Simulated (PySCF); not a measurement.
# SiCl2F (SMILES F[Si](Cl)Cl): UM06-2X/STO-6G

Aim: the vertical doublet–quartet gap of SiCl2F at UM06-2X/STO-6G, from 2 runs. Input form: a Python script.

The calculation is run with PySCF 2.14.0.

9 further runs of the same task are left out: 2 that didn't finish, 7 set aside as unsound or not needed.

### 1 The structure to begin with

The species is SiCl2F (4 atoms), meant as a doublet with charge 0. As SMILES, `F[Si](Cl)Cl`. The shape is that of a GFN2-xTB optimisation.

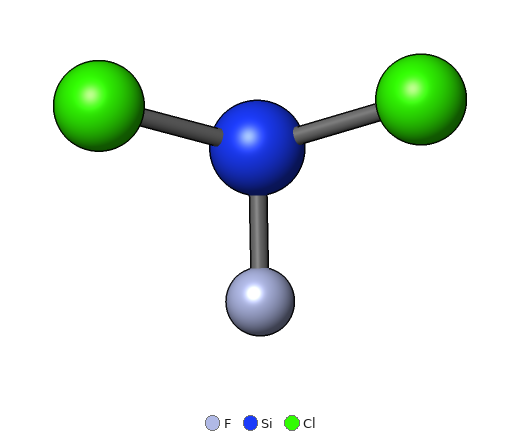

Viewed from a chosen angle; fluorine light blue, silicon blue, chlorine green.

### 2 The energy at UM06-2X/STO-6G

input.py

```python
# F[Si](Cl)Cl
from pyscf import gto, dft

system = gto.Mole()
system.atom = '''
F    1.188320  -0.376450   0.907180
Si   0.062910  -0.422220  -0.255610
Cl  -1.686390  -0.399210   0.731740
Cl   0.435160   1.197870  -1.383320
'''
system.charge = 0
system.basis = 'sto-6g'
system.spin = 1
system.verbose = 3
system.max_memory = 1860
system.build()

calc0 = dft.UKS(system)
calc0.xc = 'm06-2x'
calc0.grids.level = 5
calc0.conv_tol = 1e-10
calc0.kernel()
if not calc0.converged:
    calc0 = calc0.newton().run(calc0.mo_coeff, calc0.mo_occ)

energy = calc0.e_tot
print(f'total energy: {energy:.8f} hartree')
```

Started as:

```sh
$ OMP_NUM_THREADS=1 python input.py
```

The program printed:

```text
WARN: HOMO -0.199972012352056 >= LUMO -0.199972012352054

converged SCF energy = -1304.94531849386  <S^2> = 0.75186575  2S+1 = 2.0018649
total energy: -1304.94531849 hartree
```

It took 15 s on 1 thread of Arm Neoverse V1, shared host; peak memory 0.27 GiB.

### 3 The quartet at the same level

input.py

```python
from pyscf import gto, dft

system = gto.Mole()
system.atom = [
    ('F', (1.188320, -0.376450, 0.907180)),
    ('Si', (0.062910, -0.422220, -0.255610)),
    ('Cl', (-1.686390, -0.399210, 0.731740)),
    ('Cl', (0.435160, 1.197870, -1.383320)),
]
system.basis = 'sto-6g'
system.max_memory = 1860
system.spin = 3
system.verbose = 3
system.build()

mf = dft.UKS(system, xc='m06-2x')
mf.grids.level = 5
mf.conv_tol = 1e-10
mf.kernel()
if not mf.converged:
    mf = mf.newton().run(mf.mo_coeff, mf.mo_occ)

energy = mf.e_tot
print('Final energy', energy)
```

Started as:

```sh
$ OMP_NUM_THREADS=1 python input.py
```

The program printed:

```text
WARN: HOMO 0.0963664998478211 >= LUMO -0.488627984333543

WARN: HOMO 0.0390175693164612 >= LUMO -0.126462445334312

WARN: HOMO 0.0389208948464531 >= LUMO -0.198561838930122

WARN: HOMO 0.0543869995886454 >= LUMO -0.194516680206603

WARN: HOMO 0.0503385765848203 >= LUMO -0.183960872273615

WARN: HOMO 0.0498630234655318 >= LUMO -0.184346419805194

WARN: HOMO 0.0498333359454585 >= LUMO -0.184862851147296

WARN: HOMO 0.0497553442044034 >= LUMO -0.184983563215903

WARN: HOMO 0.0497040695908547 >= LUMO -0.185110583916305

WARN: HOMO 0.0496385809876945 >= LUMO -0.185180099399781

WARN: HOMO 0.0495444419379811 >= LUMO -0.185445759758155

WARN: HOMO 0.0494975868476281 >= LUMO -0.185484873181338

WARN: HOMO 0.0494777370038916 >= LUMO -0.185620524783806

WARN: HOMO 0.0494702433325782 >= LUMO -0.185560882691313

WARN: HOMO 0.0494204377746761 >= LUMO -0.185607509324762

WARN: HOMO 0.0493216103478443 >= LUMO -0.185678066707853

WARN: HOMO 0.0492738126862837 >= LUMO -0.18577581059636

WARN: HOMO 0.0492501952995102 >= LUMO -0.185827724255616

WARN: HOMO 0.0492488772529857 >= LUMO -0.185838023588461

WARN: HOMO 0.0492479460570394 >= LUMO -0.185841649940806

WARN: HOMO 0.0492473216407773 >= LUMO -0.185839560751498

WARN: HOMO 0.0492471762382862 >= LUMO -0.185842561270199

WARN: HOMO 0.049247083483259 >= LUMO -0.185841455107148

converged SCF energy = -1304.57661820806  <S^2> = 3.7515706  2S+1 = 4.0007852
Final energy -1304.576618208056
```

It took 26 s on 1 thread of Arm Neoverse V1, shared host; peak memory 0.27 GiB.

### 4 Summary of results

At UM06-2X/STO-6G:

| quantity | value |
| --- | --- |
| doublet: total energy | -1304.94532 Eh |
| doublet: dipole moment | 2.31 D |
| doublet: HOMO energy (highest over α and β) | -6.03 eV |
| doublet: LUMO energy (lowest over α and β) | -0.37 eV |
| doublet: ⟨S²⟩ | 0.752 |
| quartet: total energy | -1304.57662 Eh |
| quartet: dipole moment | 1.67 D |
| quartet: ⟨S²⟩ | 3.752 |
| vertical energy of the quartet above the doublet | 10.033 eV |

At this shape the quartet lies 10.03 eV (231 kcal/mol) above the doublet. In a minimal basis such a difference can be off by several eV, whatever the method.
